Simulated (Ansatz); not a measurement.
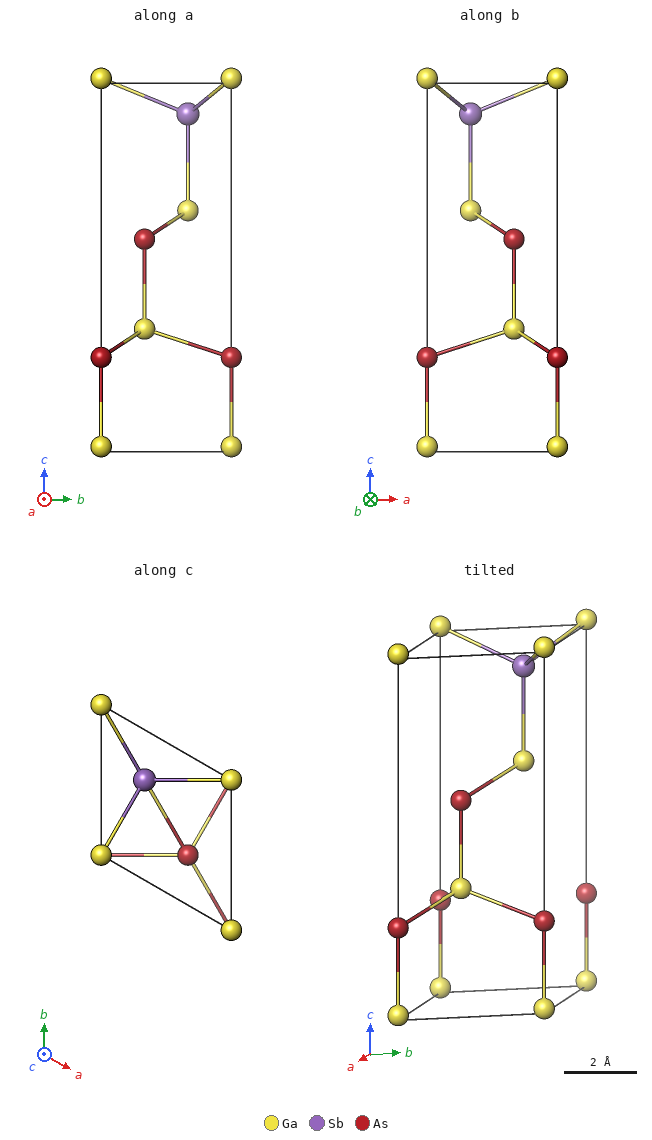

Ball-and-stick representation of a periodic structure, projected along the a axis, along the b axis, along the c axis and slightly off an axis. The parallelepiped is the conventional unit cell.

Lattice parameters: a = 4.2195 Å, b = 4.2195 Å, c = 10.3378 Å, α = 90.000°, β = 90.000°, γ = 120.000°.

### Transcribe the picture into a CIF in P1 with every atom of the cell, with free fractional coordinates to two decimals.

```cif
data_structure
_symmetry_space_group_name_H-M 'P 1'
_symmetry_Int_Tables_number 1
_cell_length_a 4.2195
_cell_length_b 4.2195
_cell_length_c 10.3378
_cell_angle_alpha 90.000
_cell_angle_beta 90.000
_cell_angle_gamma 120.000
_cell_volume 159.40
loop_
_atom_site_label
_atom_site_type_symbol
_atom_site_fract_x
_atom_site_fract_y
_atom_site_fract_z
_atom_site_occupancy
Ga1 Ga 0.00 0.00 0.01 1
Ga2 Ga 0.6667 0.3333 0.33 1
Ga3 Ga 0.3333 0.6667 0.65 1
Sb1 Sb 0.3333 0.6667 0.9167 1
As1 As 0.00 0.00 0.26 1
As2 As 0.6667 0.3333 0.58 1
```

The cell started as a structure type filled with these elements by a generator (whether the compound takes this form wasn't checked). It was relaxed at fixed volume with DFT PBE, scalar-relativistic, plane waves, PAW (Ansatz).
